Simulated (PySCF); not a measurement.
Spin–spin coupling calculation of C5H9GeN

C5H9GeN, SMILES C=N[C@@H]1C=C[CH2][GeH2]1, computed with PBE0/STO-3G indirect spin-spin coupling, non-relativistic, IEF-PCM cyclohexane (PySCF 2.14.0).

The geometry comes from this level: GFN2-xTB. It belongs to a series of runs on one base structure; here: solvent cyclohexane; PBE0/STO-3G. Figures and captions count atoms from 1; the log counts them from 0 in places.

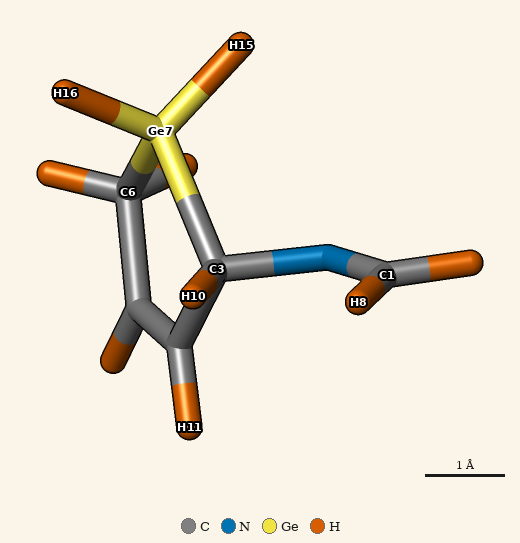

**Figure 1.** The structure as given in the input (stick view, seen at a tilt; atoms are numbered from 1 in the order of the input). Sticks mark near contacts. Bond lengths as drawn: C–C 1.32 to 1.50 Å, C–Ge 1.98 to 2.01 Å, C–H 1.08 to 1.10 Å, C–N 1.25 to 1.43 Å and Ge–H 1.50 to 1.51 Å.

### Summary

```tsv
quantity	value
outcome	converged
total energy	−2300.157425 hartree
HOMO	−4.47 eV
LUMO	3.04 eV
dipole moment	1.34 D
hardware	1 CPU thread, shared host
wall time	13 s
peak memory	0.77 GiB
```

### Remarks

Settings chosen away from the usual ones: solvent cyclohexane; PBE0/STO-3G. Spin–orbit coupling is left out, which matters for the heavy atoms.

### The input
```
{"job": {"kind": "j", "xc": "PBE0", "basis": "STO-3G", "solvent": "cyclohexane"}, "charge": 0, "multiplicity": 1}
C      2.704557    -0.554064    -0.147357
N      1.475770    -0.394826    -0.332328
C      0.609013    -0.112554     0.765291
C     -0.495927    -1.131997     0.801927
C     -1.679430    -0.861504     0.276856
C     -1.956196     0.477314    -0.334014
Ge    -0.366708     1.542632     0.187679
H      3.187058    -0.514695     0.836322
H      3.338400    -0.738118    -1.002313
H      1.146360    -0.080993     1.727086
H     -0.262499    -2.095022     1.233235
H     -2.475533    -1.593644     0.272285
H     -2.026976     0.383694    -1.419106
H     -2.909288     0.875290     0.016434
H      0.326895     2.271940    -0.925345
H     -0.623095     2.535493     1.299421
```

The first line tells a small driver script what to run in PySCF; the rest is the geometry in Å.

Launched with:
```bash
OMP_NUM_THREADS=1 python <driver script> task.json out
```

### The program's output
```
coarse grid: 60688 points
cycle   1  E = -2300.0082370474  dE = -1.161e+00  |g| = 6.098e-01  |ddm| = 5.261e+00
cycle   2  E = -2299.9637081613  dE =  4.453e-02  |g| = 7.860e-01  |ddm| = 2.062e+00
cycle   3  E = -2300.1524810995  dE = -1.888e-01  |g| = 1.250e-01  |ddm| = 1.107e+00
cycle   4  E = -2300.1570326657  dE = -4.552e-03  |g| = 3.688e-02  |ddm| = 1.999e-01
cycle   5  E = -2300.1573772730  dE = -3.446e-04  |g| = 1.542e-02  |ddm| = 5.812e-02
cycle   6  E = -2300.1574479886  dE = -7.072e-05  |g| = 2.433e-03  |ddm| = 2.079e-02
cycle   7  E = -2300.1574496835  dE = -1.695e-06  |g| = 6.716e-04  |ddm| = 3.691e-03
final grid: 128424 points
cycle   8  E = -2300.1574244524  dE =  5.298e-08  |g| = 8.027e-04  |ddm| = 1.961e-03
cycle   9  E = -2300.1574242605  dE =  1.919e-07  |g| = 1.141e-03  |ddm| = 2.392e-03
cycle  10  E = -2300.1574246461  dE = -3.856e-07  |g| = 1.324e-04  |ddm| = 1.415e-03
cycle  11  E = -2300.1574246512  dE = -5.087e-09  |g| = 1.166e-05  |ddm| = 1.645e-04
cycle  12  E = -2300.1574246512  dE = -4.093e-11  |g| = 4.666e-06  |ddm| = 1.865e-05
```

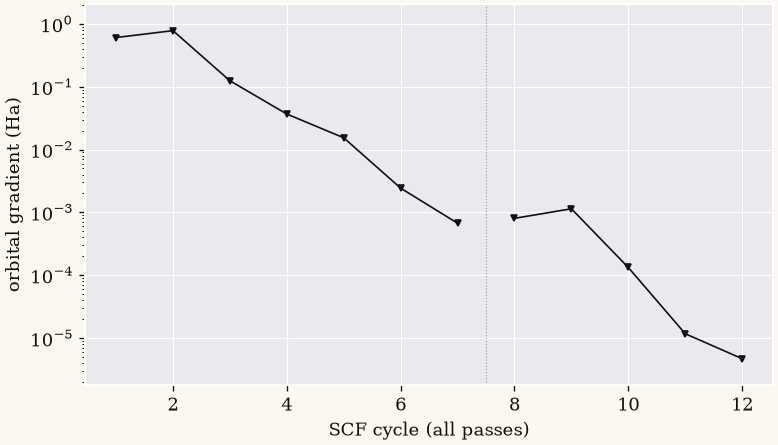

**Figure 2.** Convergence of the self-consistent field: orbital gradient against the SCF cycle. The dotted line marks the change from a coarse to the final integration grid. The first 7 cycles use a coarse grid, the final grid takes over at cycle 8, and the field converges after 12 cycles in all.

```
converged SCF energy = -2300.1574246512

Indirect spin-spin couplings (Hz)
  i      j    bonds     total        FC       PSO       DSO        SD
  0 C    1 N    1     -2.000    -5.249     5.315    -0.107    -1.958
  0 C    2 C    2     -3.987    -3.657    -0.328    -0.002         -
  0 C    3 C    3      2.830     2.875    -0.003    -0.042         -
  0 C    7 H    1    120.998   120.532    -0.487     0.953         -
  0 C    8 H    1    142.029   141.583    -0.468     0.914         -
  0 C    9 H    3      3.431     3.759    -0.479     0.151         -
  0 C   12 H    5     -0.158     0.049     0.023    -0.230         -
  0 C   13 H    5     -0.306     0.023     0.052    -0.381         -
  0 C   14 H    4     -0.332    -0.322     0.003    -0.013         -
  0 C   15 H    4      0.997     1.393     0.025    -0.422         -
  1 N    2 C    1      5.040     4.333     1.116    -0.162    -0.246
  1 N    3 C    2      1.301     1.099     0.125    -0.040     0.116
  1 N    4 C    3     -1.535    -1.474     0.021    -0.002    -0.079
  1 N    5 C    3      0.249     0.256    -0.013     0.003     0.003
  1 N    7 H    2      3.205     1.396     1.536     0.171     0.101
  1 N    8 H    2     -6.149    -7.966     1.529     0.151     0.137
  1 N    9 H    2     -0.466    -0.956     0.488    -0.023     0.025
  1 N   10 H    3     -0.438    -0.461     0.003    -0.019     0.039
  1 N   11 H    4      0.567     0.506    -0.027     0.090    -0.002
  1 N   12 H    4     -0.746    -0.659    -0.058    -0.019    -0.010
  1 N   13 H    4     -0.453    -0.565    -0.041     0.154    -0.001
  1 N   14 H    3     -0.966    -0.798    -0.113    -0.112     0.057
  1 N   15 H    3     -1.589    -1.856    -0.026     0.289     0.004
  2 C    3 C    1     32.788    33.590    -1.171     0.369         -
  2 C    4 C    2     -0.837    -0.656    -0.239     0.058         -
  2 C    5 C    2      3.478     3.587    -0.134     0.026         -
  2 C    7 H    3      6.828     6.860    -0.259     0.227         -
  2 C    8 H    3     10.990    11.519    -0.100    -0.429         -
  2 C    9 H    1    109.849   108.687    -0.460     1.622         -
  2 C   10 H    2     -0.660    -0.564    -0.165     0.070         -
  2 C   11 H    3      6.876     7.219    -0.005    -0.339         -
  2 C   12 H    3     -1.511    -1.329     0.011    -0.193         -
  2 C   13 H    3      0.600     0.914     0.069    -0.383         -
  2 C   14 H    2      0.967     1.425     0.104    -0.562         -
  2 C   15 H    2      3.216     3.662     0.109    -0.555         -
  3 C    4 C    1     56.923    64.240    -7.605     0.288         -
  3 C    5 C    2     -1.448    -1.231    -0.255     0.037         -
  3 C    7 H    4     -1.196    -1.129     0.016    -0.083         -
  3 C    8 H    4     -1.622    -1.422     0.041    -0.241         -
  3 C    9 H    2     -4.686    -4.770    -0.071     0.155         -
  3 C   10 H    1    130.339   129.679    -0.551     1.211         -
  3 C   11 H    2     -5.401    -3.541    -1.555    -0.304         -
  3 C   12 H    3      8.459     8.806    -0.141    -0.207         -
  3 C   13 H    3      6.433     6.827    -0.069    -0.326         -
  3 C   14 H    3      1.020     1.705     0.034    -0.719         -
  3 C   15 H    3     -0.224     0.230     0.022    -0.476         -
  4 C    5 C    1     31.435    32.415    -1.292     0.312         -
  4 C    7 H    5     -0.169     0.074     0.007    -0.250         -
  4 C    8 H    5      0.243     0.468     0.010    -0.234         -
  4 C    9 H    3      5.213     5.594    -0.062    -0.319         -
  4 C   10 H    2     -5.437    -3.573    -1.547    -0.317         -
  4 C   11 H    1    127.673   127.081    -0.551     1.143         -
  4 C   12 H    2    -10.123   -10.231     0.016     0.092         -
  4 C   13 H    2     -7.714    -7.694    -0.077     0.057         -
  4 C   14 H    3      1.287     1.985     0.023    -0.722         -
  4 C   15 H    3      0.074     0.542     0.027    -0.494         -
  5 C    7 H    5     -0.231     0.022     0.055    -0.308         -
  5 C    8 H    5     -0.198     0.006     0.034    -0.238         -
  5 C    9 H    3      0.658     1.020     0.057    -0.420         -
  5 C   10 H    3      6.618     7.028    -0.018    -0.391         -
  5 C   11 H    2     -0.805    -0.537    -0.188    -0.080         -
  5 C   12 H    1    107.290   106.239    -0.263     1.315         -
  5 C   13 H    1    109.710   108.708    -0.278     1.280         -
  5 C   14 H    2      2.259     2.848     0.110    -0.700         -
  5 C   15 H    2      1.743     2.292     0.104    -0.653         -
  7 H    8 H    2      7.840    10.323     0.585    -3.068         -
  7 H    9 H    4      3.592     1.867    -0.589     2.313         -
  7 H   11 H    6     -0.944    -0.106     0.156    -0.994         -
  7 H   12 H    6     -0.915    -0.001     0.172    -1.086         -
  7 H   13 H    6     -1.003     0.038     0.210    -1.251         -
  7 H   14 H    5     -0.352     0.097     0.074    -0.523         -
  7 H   15 H    5     -1.264    -0.506     0.097    -0.855         -
  8 H    9 H    4     -2.503    -0.999     0.120    -1.623         -
  8 H   10 H    5     -0.617     0.089     0.110    -0.816         -
  8 H   11 H    6     -1.007    -0.214     0.128    -0.921         -
  8 H   12 H    6     -0.328     0.137     0.041    -0.506         -
  8 H   13 H    6     -0.812     0.196     0.188    -1.197         -
  8 H   15 H    5     -1.799    -0.394     0.200    -1.606         -
  9 H   10 H    3      3.127     2.891    -0.059     0.296         -
  9 H   11 H    4     -2.133    -0.828     0.243    -1.548         -
  9 H   12 H    4      0.329     2.006     0.373    -2.051         -
  9 H   13 H    4     -1.056     0.321     0.272    -1.649         -
  9 H   14 H    3     -1.568     0.545     0.316    -2.428         -
  9 H   15 H    3     -0.201     0.031    -0.067    -0.166         -
 10 H   11 H    3      6.024     6.733    -0.387    -0.322         -
 10 H   12 H    4     -4.864    -3.576     0.224    -1.512         -
 10 H   13 H    4     -3.446    -2.089     0.247    -1.604         -
 10 H   14 H    4     -1.132     0.909     0.363    -2.403         -
 10 H   15 H    4     -1.208     0.310     0.267    -1.785         -
 11 H   12 H    3      2.727     3.144     0.138    -0.555         -
 11 H   13 H    3      3.439     3.496     0.001    -0.058         -
 11 H   14 H    4     -1.172     0.852     0.336    -2.360         -
 11 H   15 H    4     -0.981     0.548     0.266    -1.795         -
 12 H   13 H    2    -15.969   -15.160     0.499    -1.308         -
 12 H   14 H    3      1.078     1.247    -0.088    -0.081         -
 12 H   15 H    3      1.824     4.843     0.448    -3.467         -
 13 H   14 H    3     -0.829     1.596     0.342    -2.767         -
 13 H   15 H    3      1.350     1.600    -0.061    -0.190         -
 14 H   15 H    2     10.370    14.035     0.396    -4.061         -
```
